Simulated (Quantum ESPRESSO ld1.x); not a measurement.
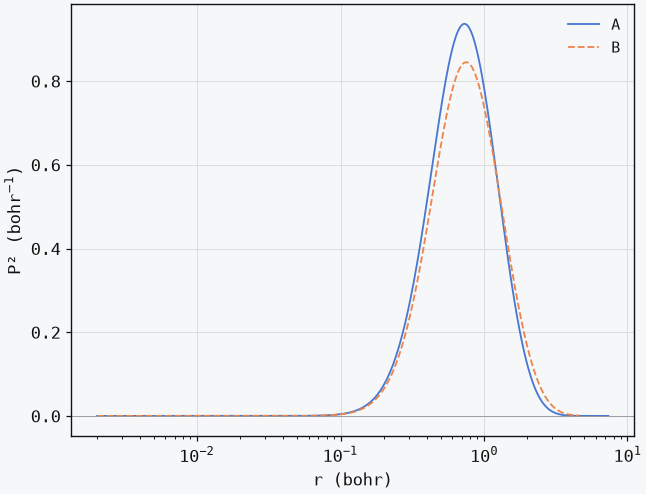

Two charge states of manganese were computed: Mn²⁺ in [Ar] 3d5 (high spin); Mn³⁺ in [Ar] 3d4 (high spin). Theory: non-relativistic Kohn-Sham, LDA (Slater exchange, Perdew-Wang correlation), spin-polarised, spherical densities, point nucleus (computed with Quantum ESPRESSO ld1.x 7.5).

The plot shows P² of the 3d up orbital in both runs.

Question: Which curve belongs to which run?

Answer: A is Mn³⁺ in [Ar] 3d4 (high spin) (⟨r⟩ = 1.03 bohr, eigenvalue −43.3 eV); B is Mn²⁺ in [Ar] 3d5 (high spin) (⟨r⟩ = 1.12 bohr, eigenvalue −26.2 eV). Fewer electrons screen less, so the orbital shrinks.
